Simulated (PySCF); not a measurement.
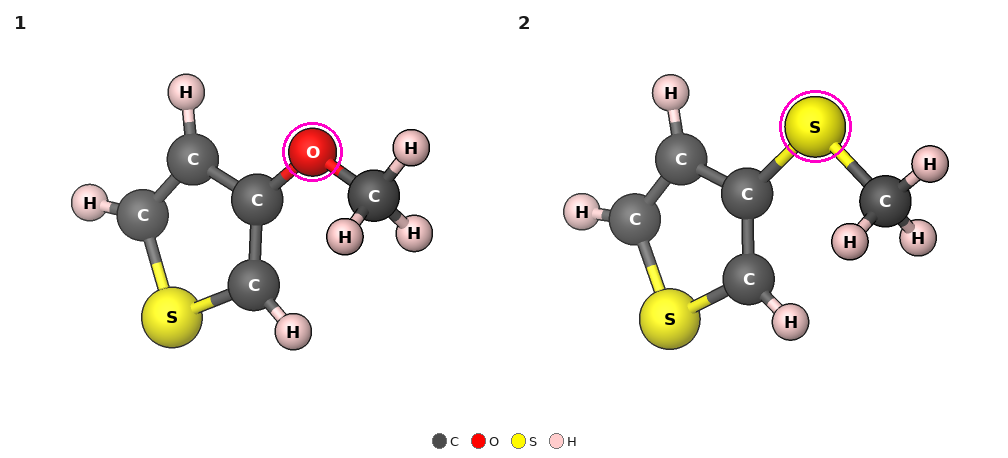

2 molecules with one skeleton, seen from the same side and at one scale; the atom that differs is circled. Each species is neutral and a spin singlet. Computed geometries: GFN2-xTB optimisations, one conformation each. Properties computed with PySCF 2.14.0.

One atom differs, called X below: O in panel 1, S in panel 2. Their formulas are C5H6OS (`COc1ccsc1`), C5H6S2 (`CSc1ccsc1`).

In which is the mean GIAO shielding of the 2 C atoms bonded to X larger (PBE0/pcSseg-1)?

Answer. In panel 2 (X = S).

In which is the mean length of X–C larger (GFN2-xTB)?

Answer. In panel 2 (X = S).

Give the values. With GFN2-xTB: mean length of X–C (Å), angle C–X–C (°). With PBE0/pcSseg-1: dipole moment (D), HOMO energy (Kohn–Sham orbital) (eV), HOMO–LUMO gap (eV), Hirshfeld charge of X (e), mean GIAO shielding of the 2 C atoms bonded to X (ppm).

| quantity | 1 (O) | 2 (S) | 2 − 1 |
| --- | --- | --- | --- |
| mean length of X–C (Å) | 1.382 | 1.786 | +0.404 |
| angle C–X–C (°) | 116.8 | 102.0 | −14.8 |
| dipole moment (D) | 1.15 | 1.02 | −0.13 |
| HOMO energy (Kohn–Sham orbital) (eV) | −6.35 | −6.04 | +0.31 |
| HOMO–LUMO gap (eV) | 6.15 | 5.63 | −0.52 |
| Hirshfeld charge of X (e) | −0.11 | 0.02 | +0.13 |
| mean GIAO shielding of the 2 C atoms bonded to X (ppm) | 75.4 | 105.7 | +30.3 |
